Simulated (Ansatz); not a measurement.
```xyz
6

Ga    0.0298   -0.7156   -0.4338
H     0.0071    0.1567    2.1939
Cl    1.8661    0.2541   -0.9584
Cl   -1.8462    0.1919   -0.9307
Br    0.0795   -2.8705    0.5858
H     0.0199   -0.5602    2.0892
```

Not at a stationary point (largest force 1.9 eV/Å).

Computed with Ansatz 0.2.0, RKS PBE/def2-SVP.

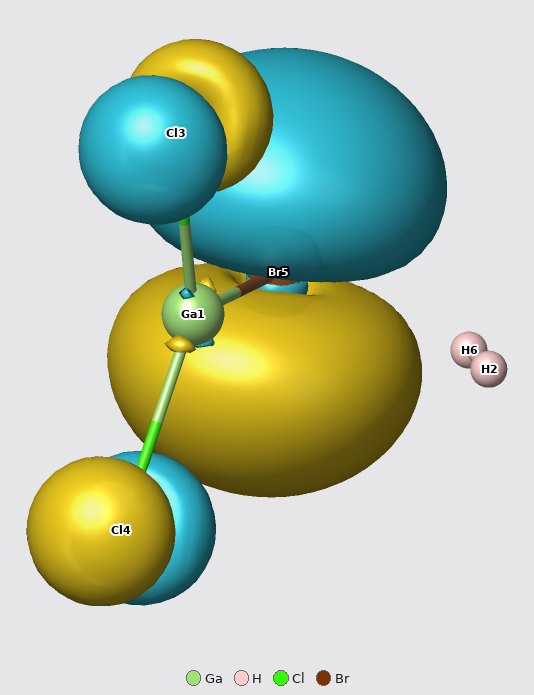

BrCl2Ga···H2. The HOMO at ±0.08 Å⁻³ᐟ² (yellow and cyan are the two phases), seen at a tilt.

### What is the character of this orbital?

By Hirshfeld shares it lies mainly on Br5 (about 85 %); largely a lone pair of Br5. Its energy is −7.32 eV.
